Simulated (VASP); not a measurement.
# A VASP study of TePt (r2SCAN + rVV10): structure first, properties next, part 4 of 6

What structure and properties does r2SCAN + rVV10 give TePt, and how near are they to the measured ones? The start is a cell from a database of measured crystal structures.

VASP 6.6.1; r2SCAN with rVV10; plane waves and PAW (Te, Pt).

So far. Step 4 (Density, ELF and potential (r2SCAN + rVV10)): In this run the pressure is 0.05 GPa, small enough to go on. Step 5 (Bands along the symmetry lines (r2SCAN + rVV10)): There is no gap at this level.

The database entry behind the starting cell differs from later determinations by our own check (c about 0.8 % long), so it need not match the best structure at ambient conditions.

## (6) Total and projected DOS (r2SCAN + rVV10)

A density of states needs more k-points than a total energy; ISMEAR = -5 takes tetrahedra, and LORBIT projects the states on the PAW spheres. The mesh is finer than in the run before.

INCAR reads:

```
SYSTEM = TePt
PREC = Accurate
ENCUT = 400
EDIFF = 1E-06
NELM = 100
ISMEAR = -5
SIGMA = 0.05
LREAL = .FALSE.
ALGO = Normal
METAGGA = R2SCAN
LUSE_VDW = .TRUE.
IVDW_NL = 2
BPARAM = 11.95
CPARAM = 0.0093
LASPH = .TRUE.
NBANDS = 30
LORBIT = 11
LWAVE = .FALSE.
LCHARG = .FALSE.
KPAR = 4
NEDOS = 2001
```

POSCAR reads:

```
TePt
1.0
   -3.9730888197      0.0000000000      0.0000000000
    1.9865444098     -3.4407958493      0.0000000000
    1.9865444098      1.1469319498      6.7537691630
Te Pt
2 2
Direct
    0.1943745804      0.0971872902      0.2915618707
    0.8056254196      0.9028127098      0.7084381293
    0.7394207909      0.3697103955      0.1091311864
    0.2605792091      0.6302896045      0.8908688136
```

KPOINTS reads:

```
Automatic mesh
0
Gamma
9 9 9
0 0 0
```

The projector-augmented-wave data sets are Te and Pt (PBE family, release 64).

Run with:

```console
$ mpirun -np 4 vasp_std
```

What it wrote:

```text
[... set-up lines as in an earlier step ...]
 entering main loop
       N       E                     dE             d eps       ncg     rms          rms(c)
Total rVV10 correction in eV:      0.7033702    43.2549020
Total rVV10 correction in eV:      0.7033702    43.2549020
Total rVV10 correction in eV:      0.7033702    43.2549020
Total rVV10 correction in eV:      0.7033702    43.2549020
DAV:   1    -0.312171568099E+01   -0.31217E+01   -0.11972E+04  5100   0.784E+02
DAV:   2    -0.157420496016E+03   -0.15430E+03   -0.14321E+03  5846   0.183E+02
DAV:   3    -0.163215161022E+03   -0.57947E+01   -0.57201E+01  6204   0.338E+01
DAV:   4    -0.163275747918E+03   -0.60587E-01   -0.60565E-01  5834   0.389E+00
DAV:   5    -0.163277159808E+03   -0.14119E-02   -0.14119E-02  6070   0.583E-01    0.156E+01
Total rVV10 correction in eV:      0.6805159    43.2549019
Total rVV10 correction in eV:      0.6805159    43.2549019
Total rVV10 correction in eV:      0.6805159    43.2549019
Total rVV10 correction in eV:      0.6805159    43.2549019
DAV:   6    -0.154836377850E+03    0.84408E+01   -0.40256E+00  5736   0.137E+01    0.950E+00
Total rVV10 correction in eV:      0.6836547    43.2549019
Total rVV10 correction in eV:      0.6836547    43.2549019
Total rVV10 correction in eV:      0.6836547    43.2549019
Total rVV10 correction in eV:      0.6836547    43.2549019
DAV:   7    -0.154717748608E+03    0.11863E+00   -0.40290E-01  5622   0.616E+00    0.428E+00
Total rVV10 correction in eV:      0.6820373    43.2549019
Total rVV10 correction in eV:      0.6820373    43.2549019
Total rVV10 correction in eV:      0.6820373    43.2549019
Total rVV10 correction in eV:      0.6820373    43.2549019
DAV:   8    -0.154710145572E+03    0.76030E-02   -0.76805E-02  5934   0.171E+00    0.112E+00
Total rVV10 correction in eV:      0.6818684    43.2549019
Total rVV10 correction in eV:      0.6818684    43.2549019
Total rVV10 correction in eV:      0.6818684    43.2549019
Total rVV10 correction in eV:      0.6818684    43.2549019
DAV:   9    -0.154704858771E+03    0.52868E-02   -0.22373E-02  5682   0.114E+00    0.251E-01
Total rVV10 correction in eV:      0.6822270    43.2549019
Total rVV10 correction in eV:      0.6822270    43.2549019
Total rVV10 correction in eV:      0.6822270    43.2549019
Total rVV10 correction in eV:      0.6822270    43.2549019
DAV:  10    -0.154705641707E+03   -0.78294E-03   -0.32220E-03  5988   0.240E-01    0.310E-01
Total rVV10 correction in eV:      0.6822124    43.2549019
Total rVV10 correction in eV:      0.6822124    43.2549019
Total rVV10 correction in eV:      0.6822124    43.2549019
Total rVV10 correction in eV:      0.6822124    43.2549019
DAV:  11    -0.154705659681E+03   -0.17974E-04   -0.44878E-05  5814   0.344E-02    0.207E-01
Total rVV10 correction in eV:      0.6823701    43.2549019
Total rVV10 correction in eV:      0.6823701    43.2549019
Total rVV10 correction in eV:      0.6823701    43.2549019
Total rVV10 correction in eV:      0.6823701    43.2549019
DAV:  12    -0.154705621877E+03    0.37804E-04   -0.14743E-04  5886   0.750E-02    0.149E-01
Total rVV10 correction in eV:      0.6824472    43.2549019
Total rVV10 correction in eV:      0.6824472    43.2549019
Total rVV10 correction in eV:      0.6824472    43.2549019
Total rVV10 correction in eV:      0.6824472    43.2549019
DAV:  13    -0.154705629929E+03   -0.80517E-05   -0.15362E-05  5706   0.191E-02    0.813E-02
Total rVV10 correction in eV:      0.6824382    43.2549019
Total rVV10 correction in eV:      0.6824382    43.2549019
Total rVV10 correction in eV:      0.6824382    43.2549019
Total rVV10 correction in eV:      0.6824382    43.2549019
DAV:  14    -0.154705629400E+03    0.52846E-06   -0.36724E-07  3916   0.339E-03
Total rVV10 correction in eV:      0.6825775    43.2549019
Total rVV10 correction in eV:      0.6825775    43.2549019
Total rVV10 correction in eV:      0.6825775    43.2549019
Total rVV10 correction in eV:      0.6825775    43.2549019
Total rVV10 correction in eV:      0.6825020    43.2549019
Total rVV10 correction in eV:      0.6825020    43.2549019
Total rVV10 correction in eV:      0.6825020    43.2549019
Total rVV10 correction in eV:      0.6825020    43.2549019
   1 F= -.15470563E+03 E0= -.15470563E+03  d E =0.000000E+00
 -----------------------------------------------------------------------------
|                                                                             |
|           W    W    AA    RRRRR   N    N  II  N    N   GGGG   !!!           |
|           W    W   A  A   R    R  NN   N  II  NN   N  G    G  !!!           |
|           W    W  A    A  R    R  N N  N  II  N N  N  G       !!!           |
|           W WW W  AAAAAA  RRRRR   N  N N  II  N  N N  G  GGG   !            |
|           WW  WW  A    A  R   R   N   NN  II  N   NN  G    G                |
|           W    W  A    A  R    R  N    N  II  N    N   GGGG   !!!           |
|                                                                             |
|     Tetrahedron method does not include variations of the Fermi             |
|     occupations, so forces and stress will be inaccurate. We suggest        |
|     using a different smearing scheme ISMEAR = 1 or 2 for metals in         |
|     relaxations.                                                            |
|                                                                             |
 -----------------------------------------------------------------------------
```

Elapsed: 2.7 min, on 4 MPI ranks of Intel Xeon Platinum 8375C at 2.90GHz (Ice Lake), shared host; peak memory 1.7 GiB.

Parts of OUTCAR (step 6):

```text
   k-points           NKPTS =     85   k-points in BZ     NKDIM =     85   number of bands    NBANDS=     30

   NELECT =      32.0000    total number of electrons

 E-fermi :   7.9901

 k-point     1 :       0.0000    0.0000    0.0000
  band No.  band energies     occupation
    ...
      9       4.8627      2.00000
     10       4.8627      2.00000
     11       5.9113      2.00000
     12       5.9113      2.00000
     13       6.1925      2.00000
     14       8.7532     -0.03203
     15       8.7532      0.00000
     16       8.8089      0.00000
     17       9.4484      0.00000
     18      10.9556      0.00000
    ...

  Total       -0.0395635     -0.0395635      0.1294712     -0.0000000      0.0000000     -0.0000000
  in kB       -0.6865503     -0.6865503      2.2467273     -0.0000000      0.0000000     -0.0000000
  external PRESSURE =       0.2912089 kB  Pullay stress =       0.0000000 kB

 POSITION                                       TOTAL-FORCE (eV/Angst)
 -----------------------------------------------------------------------------------
      0.00000      0.00000      1.96914         0.000000     -0.000000     -0.008625
     -0.00000     -2.29386      4.78463        -0.000000      0.000000      0.008625
     -1.98654     -1.14693      0.73705        -0.000000      0.000000      0.052288
      1.98654     -1.14693      6.01672         0.000000     -0.000000     -0.052288
 -----------------------------------------------------------------------------------
    total drift:                               -0.000000      0.000000     -0.000000

  FREE ENERGIE OF THE ION-ELECTRON SYSTEM (eV)
  ---------------------------------------------------
  free  energy   TOTEN  =      -154.7056294003 eV

  energy  without entropy=     -154.7056294003  energy(sigma->0) =     -154.70562940

[... 6 parts as in an earlier step ...]

[... 10 further parts left out ...]
```

With tetrahedra the forces and stress of a metal are not exact derivatives of the energy.

This step gave:

```yaml
irreducible_k_points: 85
free_energy_toten: -154.7056 eV
fermi_energy: 7.990 eV
pressure: 0.02912 GPa
dos_at_the_fermi_level: 2.034 states/eV/cell
```

The density of states has structure finer than the step of the table below, so its rows give means over 1 eV, whole bins alone (the curve runs from -12.0 to 5.15 eV). Peaks (eV: height): total -2.8: 8.40, -2.6: 9.14, -2.1: 7.71, -1.8: 7.11; Pt d -5.1: 4.07, -2.8: 6.42, -2.6: 7.01, -2.1: 5.87; Te p -6.4: 0.883, -5.2: 1.04, -4.8: 0.815, -3.7: 0.766; Pt p -4.1: 0.293, -3.7: 0.239, -0.8: 0.283, -0.2: 0.258; Pt s -6.4: 1.26, -1.8: 0.279, 3.4: 0.308, 5.0: 0.504.

States under -12.0 eV and over 5.2 eV are left out. The density of states by energy, zero at the Fermi level; means over each step; values in states/eV/cell:

```tsv
energy (eV)	total	Pt d	Te p	Pt p	Pt s	Te s	Te d
-8	0	0	0	0	0	0	0
-7	0.822	0.116	0.161	0.0217	0.223	0.0158	0.00328
-6	3.45	1.34	0.629	0.0617	0.396	0.0527	0.0143
-5	5.15	2.98	0.755	0.137	0.161	0.0470	0.0306
-4	4.81	2.95	0.574	0.191	0.116	0.0472	0.0320
-3	4.62	3.32	0.375	0.127	0.0691	0.0310	0.0303
-2	5.65	4.09	0.407	0.152	0.143	0.0594	0.0409
-1	2.40	0.905	0.543	0.249	0.0507	0.0330	0.0147
0	1.88	0.531	0.558	0.218	0.0226	0.0247	0.0140
1	1.14	0.353	0.353	0.0954	0.0132	0.0213	0.0100
2	2.00	0.853	0.512	0.0555	0.0441	0.0360	0.0314
3	1.51	0.362	0.300	0.0922	0.208	0.0343	0.0540
4	0.754	0.147	0.139	0.0511	0.127	0.0150	0.0370
```

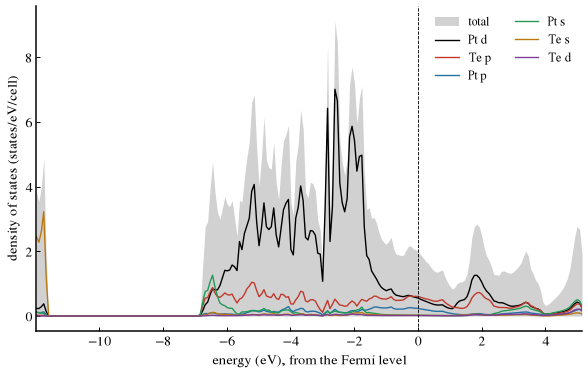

Density of states against energy.

Force by atom:

```tsv
atom	x (eV/Å)	y (eV/Å)	z (eV/Å)	size
Te1	0.0000	0.0000	-0.0086	0.0086
Te2	0.0000	0.0000	0.0086	0.0086
Pt3	0.0000	0.0000	0.0523	0.0523
Pt4	0.0000	0.0000	-0.0523	0.0523
```

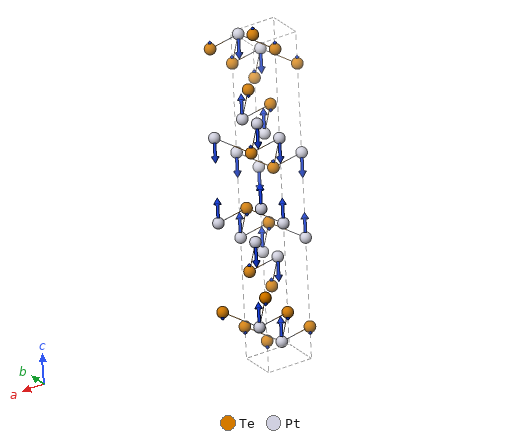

Force as arrows, the longest 0.0523 eV/Å. Bonds to atoms that aren't drawn are left out. 1×2×1 conventional cells are drawn. Some periodic images of atoms are drawn too.

The finer mesh and the other smearing move the Fermi level by -0.03 eV from the 6×6×6 run, a small shift, which tests the Fermi level alone. Of the states within 0.3 eV of the Fermi level, the largest shares in the PAW spheres are Te p 30 %, Pt d 28 % and Pt p 12 %. The rest lies in smaller channels or between the spheres.

## (7) Optical spectrum (r2SCAN + rVV10)

LOPTICS sums transitions from filled to empty bands. NBANDS is raised for it.

INCAR, as its differences from that of step 6:

```diff
@@ -5,3 +5,3 @@
 NELM = 100
-ISMEAR = -5
+ISMEAR = 0
 SIGMA = 0.05
@@ -15,3 +15,3 @@
 LASPH = .TRUE.
-NBANDS = 30
+NBANDS = 48
 LORBIT = 11
@@ -20,2 +20,4 @@
 KPAR = 4
-NEDOS = 2001
+LOPTICS = .TRUE.
+NEDOS = 1500
+CSHIFT = 0.1
```

POSCAR is that of step 6.

KPOINTS is that of step 6.

Run with:

```console
$ mpirun -np 4 vasp_std
```

What it wrote:

```text
[... set-up lines as in an earlier step ...]
 entering main loop
       N       E                     dE             d eps       ncg     rms          rms(c)
Total rVV10 correction in eV:      0.7033702    43.2549020
Total rVV10 correction in eV:      0.7033702    43.2549020
Total rVV10 correction in eV:      0.7033702    43.2549020
Total rVV10 correction in eV:      0.7033702    43.2549020
DAV:   1     0.337929234035E+01    0.33793E+01   -0.10921E+04  8160   0.491E+02
DAV:   2    -0.157361792393E+03   -0.16074E+03   -0.14673E+03  9800   0.137E+02
DAV:   3    -0.163223266619E+03   -0.58615E+01   -0.57890E+01  9920   0.249E+01
DAV:   4    -0.163280045624E+03   -0.56779E-01   -0.56766E-01  9632   0.262E+00
DAV:   5    -0.163281148200E+03   -0.11026E-02   -0.11026E-02  9952   0.380E-01    0.156E+01
Total rVV10 correction in eV:      0.6805399    43.2549019
Total rVV10 correction in eV:      0.6805399    43.2549019
Total rVV10 correction in eV:      0.6805399    43.2549019
Total rVV10 correction in eV:      0.6805399    43.2549019
DAV:   6    -0.154845000239E+03    0.84361E+01   -0.26396E+00  9232   0.856E+00    0.927E+00
Total rVV10 correction in eV:      0.6836804    43.2549019
Total rVV10 correction in eV:      0.6836804    43.2549019
Total rVV10 correction in eV:      0.6836804    43.2549019
Total rVV10 correction in eV:      0.6836804    43.2549019
DAV:   7    -0.154728318298E+03    0.11668E+00   -0.24185E-01  9184   0.381E+00    0.437E+00
Total rVV10 correction in eV:      0.6821187    43.2549019
Total rVV10 correction in eV:      0.6821187    43.2549019
Total rVV10 correction in eV:      0.6821187    43.2549019
Total rVV10 correction in eV:      0.6821187    43.2549019
DAV:   8    -0.154714584056E+03    0.13734E-01   -0.58162E-02  9656   0.114E+00    0.103E+00
Total rVV10 correction in eV:      0.6819439    43.2549019
Total rVV10 correction in eV:      0.6819439    43.2549019
Total rVV10 correction in eV:      0.6819439    43.2549019
Total rVV10 correction in eV:      0.6819439    43.2549019
DAV:   9    -0.154711494841E+03    0.30892E-02   -0.13807E-02  9672   0.640E-01    0.268E-01
Total rVV10 correction in eV:      0.6821771    43.2549019
Total rVV10 correction in eV:      0.6821771    43.2549019
Total rVV10 correction in eV:      0.6821771    43.2549019
Total rVV10 correction in eV:      0.6821771    43.2549019
DAV:  10    -0.154712093645E+03   -0.59880E-03   -0.19868E-03 10080   0.131E-01    0.311E-01
Total rVV10 correction in eV:      0.6821777    43.2549019
Total rVV10 correction in eV:      0.6821777    43.2549019
Total rVV10 correction in eV:      0.6821777    43.2549019
Total rVV10 correction in eV:      0.6821777    43.2549019
DAV:  11    -0.154712068751E+03    0.24894E-04   -0.29499E-05  9456   0.270E-02    0.220E-01
Total rVV10 correction in eV:      0.6823705    43.2549019
Total rVV10 correction in eV:      0.6823705    43.2549019
Total rVV10 correction in eV:      0.6823705    43.2549019
Total rVV10 correction in eV:      0.6823705    43.2549019
DAV:  12    -0.154712089124E+03   -0.20373E-04   -0.12944E-04  9512   0.394E-02    0.215E-01
Total rVV10 correction in eV:      0.6824213    43.2549019
Total rVV10 correction in eV:      0.6824213    43.2549019
Total rVV10 correction in eV:      0.6824213    43.2549019
Total rVV10 correction in eV:      0.6824213    43.2549019
DAV:  13    -0.154712097859E+03   -0.87350E-05   -0.10529E-05  9248   0.118E-02    0.103E-01
Total rVV10 correction in eV:      0.6824128    43.2549019
Total rVV10 correction in eV:      0.6824128    43.2549019
Total rVV10 correction in eV:      0.6824128    43.2549019
Total rVV10 correction in eV:      0.6824128    43.2549019
DAV:  14    -0.154712097529E+03    0.33006E-06   -0.70702E-07  8128   0.290E-03
Total rVV10 correction in eV:      0.6825572    43.2549019
Total rVV10 correction in eV:      0.6825572    43.2549019
Total rVV10 correction in eV:      0.6825572    43.2549019
Total rVV10 correction in eV:      0.6825572    43.2549019
Total rVV10 correction in eV:      0.6824644    43.2549019
Total rVV10 correction in eV:      0.6824644    43.2549019
Total rVV10 correction in eV:      0.6824644    43.2549019
Total rVV10 correction in eV:      0.6824644    43.2549019
   1 F= -.15471210E+03 E0= -.15471109E+03  d E =-.201324E-02
 optical routines
 imaginary and real dielectric function
 direction            1
 direction            2
 direction            3
```

Wall time 4 min (4 MPI ranks); peak memory 2.1 GiB.

From OUTCAR (step 7):

```text
   k-points           NKPTS =     85   k-points in BZ     NKDIM =     85   number of bands    NBANDS=     48

   NELECT =      32.0000    total number of electrons

 E-fermi :   7.9980

 k-point     1 :       0.0000    0.0000    0.0000
  band No.  band energies     occupation
    ...
      9       4.8624      2.00000
     10       4.8624      2.00000
     11       5.9113      2.00000
     12       5.9113      2.00000
     13       6.1928      2.00000
     14       8.7529      0.00000
     15       8.7529      0.00000
     16       8.8095      0.00000
     17       9.4485      0.00000
     18      10.9550      0.00000
    ...

  Total       -0.0799845     -0.0799845      0.1810319     -0.0000000      0.0000000     -0.0000000
  in kB       -1.3879799     -1.3879799      3.1414661     -0.0000000      0.0000000     -0.0000000
  external PRESSURE =       0.1218354 kB  Pullay stress =       0.0000000 kB

 POSITION                                       TOTAL-FORCE (eV/Angst)
 -----------------------------------------------------------------------------------
      0.00000      0.00000      1.96914         0.000000     -0.000000     -0.003977
     -0.00000     -2.29386      4.78463        -0.000000      0.000000      0.003977
     -1.98654     -1.14693      0.73705        -0.000000      0.000000      0.082698
      1.98654     -1.14693      6.01672         0.000000     -0.000000     -0.082698
 -----------------------------------------------------------------------------------
    total drift:                               -0.000000      0.000000     -0.000000

  FREE ENERGIE OF THE ION-ELECTRON SYSTEM (eV)
  ---------------------------------------------------
  free  energy   TOTEN  =      -154.7120975291 eV

  energy  without entropy=     -154.7100842923  energy(sigma->0) =     -154.71109091

 plasma frequency squared (from intraband transitions) (eV^2)
  --------------------------------------------------------------------------------------
      41.701       0.000      -0.000
       0.000      41.701       0.000
      -0.000       0.000      18.969

[... 7 parts as in an earlier step ...]

[... 9 further parts left out ...]
```

On this mesh force components of up to 0.08 eV/Å appear, so the relaxed positions are not converged with the sampling. These are independent-particle spectra without excitons or local fields, and fine structure depends on the mesh and on CSHIFT. The intraband (Drude) part is not in this spectrum.

Numbers from this step:

```yaml
bands: 48
free_energy_toten: -154.7121 eV
energy_at_zero_smearing: -154.7111 eV
fermi_energy: 7.998 eV
pressure: 0.01218 GPa
```

The imaginary dielectric function has structure finer than the step of the table below, so its rows give means over 2 eV, whole bins alone (the curve runs from 0 to 25.0 eV). Peaks (eV: height): xx 0.6: 30.4, 1.0: 27.3, 2.0: 25.3; zz 0.6: 18.6, 2.0: 23.0.

The imaginary dielectric function by photon energy; means over each step:

```tsv
photon energy (eV)	xx	zz
2	18.7	15.3
4	7.95	8.69
6	6.45	5.46
8	3.68	4.21
10	2.93	2.98
12	2.18	2.24
14	1.51	1.85
16	1.33	1.48
18	1.03	1.17
20	0.734	0.831
22	0.656	0.712
```

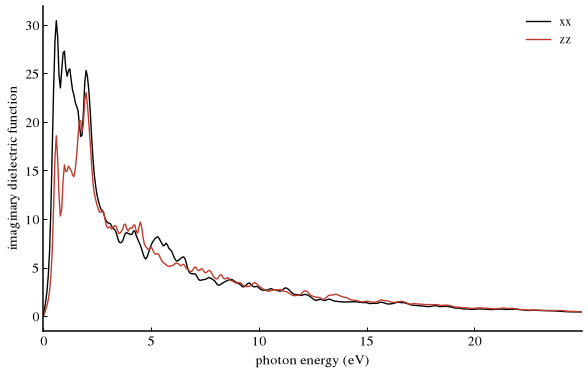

Imaginary dielectric function, plotted against photon energy.

Real dielectric function against photon energy:

```tsv
photon energy (eV)	xx	zz
0.0	40.9	27.6
2.5	-1.35	1.88
5.0	2.10	0.206
7.5	-0.440	-0.0931
10.0	-0.679	-0.598
12.5	-0.818	-0.434
15.0	-0.224	-0.165
17.5	-0.218	-0.199
20.0	-0.00508	-0.0543
22.5	0.0200	-0.0464
```

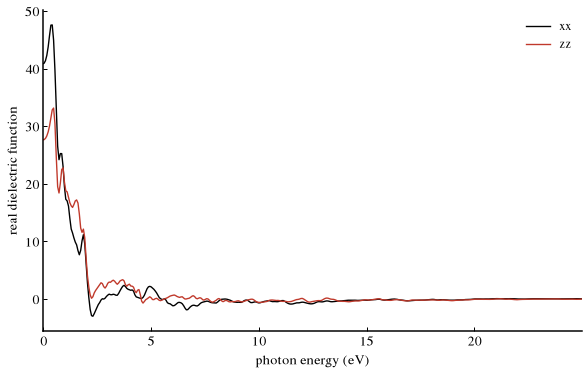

Real dielectric function against photon energy.

Force by atom:

```tsv
atom	x (eV/Å)	y (eV/Å)	z (eV/Å)	size
Te1	0.0000	0.0000	-0.0040	0.0040
Te2	0.0000	0.0000	0.0040	0.0040
Pt3	0.0000	0.0000	0.0827	0.0827
Pt4	0.0000	0.0000	-0.0827	0.0827
```

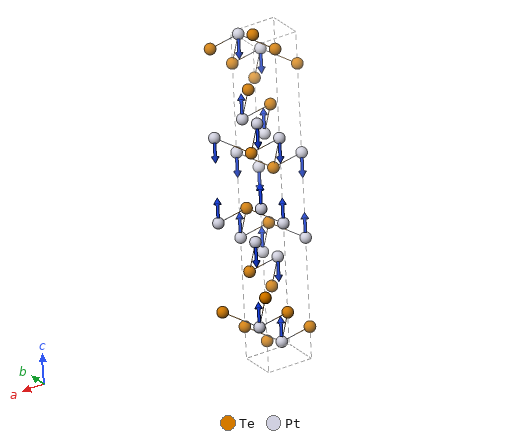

Force as arrows, the longest 0.0827 eV/Å. Bonds to atoms that aren't drawn are left out. 1×2×1 conventional cells are drawn. Some periodic images of atoms are drawn too.

[end of part 4 of 6]

[Lines on the potential files, build, host, timing and source positions are cut from VASP's logs without a mark.]

[Logs are printed without paths, hosts, clocks, repeated set-up lines and the standing remarks that a program may print on its own settings, such as how far it seeks lower states.]

[Hosts, paths, dates, database ids (printed as entryN), source tags and the programs' standing remarks are cut or masked in the printed files.]

[A measured line is paired with the nearest computed mode of its activity, which favours agreement.]
